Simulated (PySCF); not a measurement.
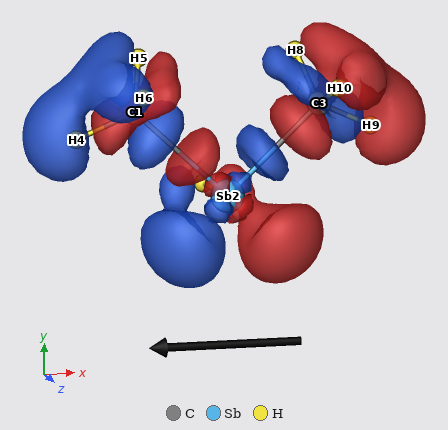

C$_{2}$H$_{7}$Sb, SMILES `C[SbH]C`. Change of the electron density in a uniform field of 0.21 V/Å along −x (arrow), surfaces at ±0.002 e/Å³ (red: gain, blue: loss).

Method: B3LYP/def2-SVPD; geometry: GFN2-xTB; program: PySCF. Core potentials replace the inner electrons of Sb; spin–orbit coupling isn't included. No frequency check shows the geometry to be a minimum. GFN2-xTB bond lengths at metals and heavier atoms can be off by up to 0.1 Å and shapes distorted, which carries into these values.

Coordinates in Å:

```
C1      -1.5755    1.0816   -0.0072
Sb2      0.0000   -0.4009    0.0357
C3       1.5754    1.0817   -0.0072
H4      -2.5166    0.6131   -0.2702
H5      -1.3409    1.8504   -0.7347
H6      -1.6735    1.5344    0.9733
H7       0.0001   -0.5306   -1.6697
H8       1.3408    1.8505   -0.7347
H9       2.5166    0.6133   -0.2702
H10      1.6734    1.5346    0.9733
```

The field was applied in both directions; the picture shows the one opposite to the script's first.

Question: What dipole is induced, and what polarisability does it imply?

Answer: The induced dipole is 0.80 D (along the field); α along this axis, from the fields in both directions, is 79 bohr³ (11.7 Å³).

Cost of the run: 49 s on 1 thread of Arm Neoverse V1 (shared host), peak memory 0.57 GiB.
